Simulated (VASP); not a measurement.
Energy against volume of GaSb (zinc blende). Calculation: PBE GGA with D3 dispersion (Becke-Johnson damping), VASP's PBE PAW potentials (set 64) (plane waves; VASP).

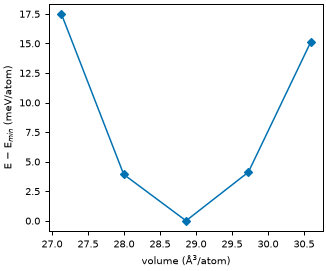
Fig. 1. Energy against volume

### Question
Estimate the equilibrium volume and the bulk modulus.

### Answer
The minimum lies near 28.8 Å³/atom, and the curvature gives B0 of about 50 GPa.

Measured: bulk modulus 57.0 GPa (computed value off by -12.1 %), as given by Cormac Toher et al., Physical Review Materials (2017), arXiv:1611.05714; a 6.096 Å at 300 K (computed value off by +0.6 %), as given by I. Vurgaftman et al., Journal of Applied Physics (2001), doi:10.1063/1.1368156. The calculation is for a static lattice, while the measured bulk modulus, a hold thermal and zero-point effects, which are part of the difference.

The compound is GaSb in the zinc blende structure. It was relaxed first.
